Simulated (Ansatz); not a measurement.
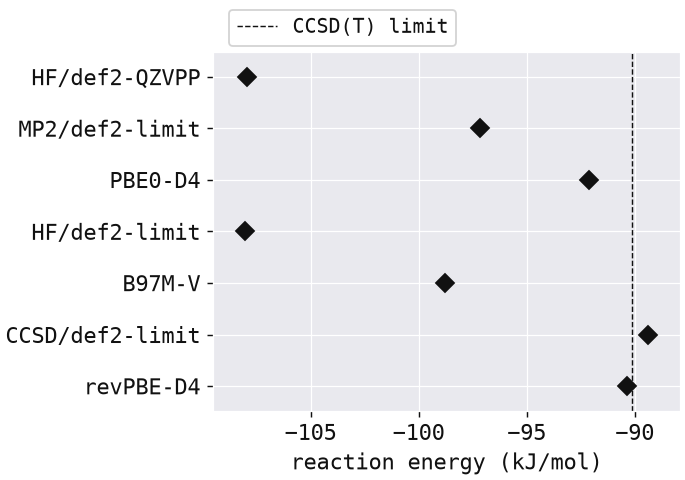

Electronic reaction energy of GaBSiH₆ ([SiH3][BH][GaH2]) + HCl (Cl) → BSiH₄Cl ([SiH3]BCl) + GaH₃ ([GaH3]) (SMILES in brackets) at several levels (functionals in def2-TZVPP unless a basis is named), isolated molecules at PBE0-D4 triple-zeta geometries, minima by their frequencies, no zero-point or thermal terms, the Ansatz code. The line is frozen-core CCSD(T) at the basis limit (MP2 extrapolated from triple and quadruple zeta, plus CCSD(T) less MP2 in a smaller set).

> Which level comes closest to the line (CCSD(T) limit), and which misses most?

Closest revPBE-D4 (−90.4 kJ/mol), against −90.1 kJ/mol; farthest HF/def2-limit (−108.0 kJ/mol).

> What range do the values span, the line included?

From −108.0 kJ/mol (HF/def2-limit) to −89.4 kJ/mol (CCSD/def2-limit).

Known limits of this run: no scalar relativity up to krypton; outer-core shells are correlated without core-valence functions, which makes the correlated values less sure.
